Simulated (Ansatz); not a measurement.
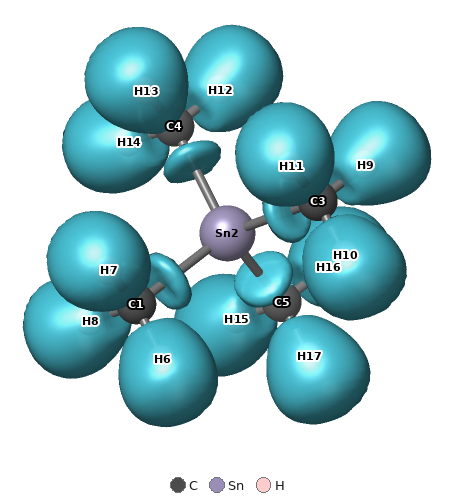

The picture shows: C₄H₁₂Sn (SMILES [CH3][Sn]([CH3])([CH3])[CH3]). Isosurface of the ELF at 0.8 (cyan), seen at a tilt. Core shells and regions of very low density are left out.

Geometry: PBE0-D4/def2-TZVP; core potentials replace the inner electrons of Sn.

Level of theory: Ansatz, RKS PBE0-D4/def2-TZVPP.

Input file:

```
crystal:
  periodic: [false, false, false]
  atoms:
    - {symbol: C, position_ang: [-0.453061, 0.846715, -1.918616]}
    - {symbol: Sn, position_ang: [-0.001111, -0.000038, 0.002351]}
    - {symbol: C, position_ang: [2.083055, 0.281501, 0.436338]}
    - {symbol: C, position_ang: [-0.450954, -2.099710, -0.017171]}
    - {symbol: C, position_ang: [-1.183524, 0.971370, 1.508880]}
    - {symbol: H, position_ang: [-0.235739, 1.915972, -1.923012]}
    - {symbol: H, position_ang: [0.145243, 0.367579, -2.695160]}
    - {symbol: H, position_ang: [-1.508478, 0.705909, -2.157002]}
    - {symbol: H, position_ang: [2.328420, -0.141647, 1.411686]}
    - {symbol: H, position_ang: [2.328544, 1.344596, 0.447345]}
    - {symbol: H, position_ang: [2.698117, -0.209095, -0.319686]}
    - {symbol: H, position_ang: [-0.220854, -2.546491, 0.951332]}
    - {symbol: H, position_ang: [0.138229, -2.607318, -0.782517]}
    - {symbol: H, position_ang: [-1.508996, -2.259456, -0.230690]}
    - {symbol: H, position_ang: [-2.246521, 0.837811, 1.302102]}
    - {symbol: H, position_ang: [-0.965604, 0.551477, 2.492119]}
    - {symbol: H, position_ang: [-0.965866, 2.040323, 1.531802]}
basis:
  gaussian: {orbitals: def2-TZVPP}
hamiltonian: {xc: pbe0, dispersion: d4}
output: {orbitals: {seedname: orbitals}}
```

Run with:

```sh
ansatz run in.yaml --threads 2 --pin off --events-out ev --progress --plain --max-ram 31744MiB --backend cuda --devices 0, --max-vram 18GiB
```

Where are the electrons localised?

The ELF exceeds this value in twelve regions around hydrogen nuclei and four lobes of the valence shell of C pointing towards Sn (polar bonds).

Values along the shortest contacts:
C–Sn (2.15 Å): the ELF peaks at about 0.90 in the valence shell of C, 0.7 Å from its nucleus, and drops to about 0.20 between the two atoms. C–H (1.09 Å): the ELF climbs to about 1 towards the hydrogen, as it does in any bond to H: an ordinary covalent bond to hydrogen.
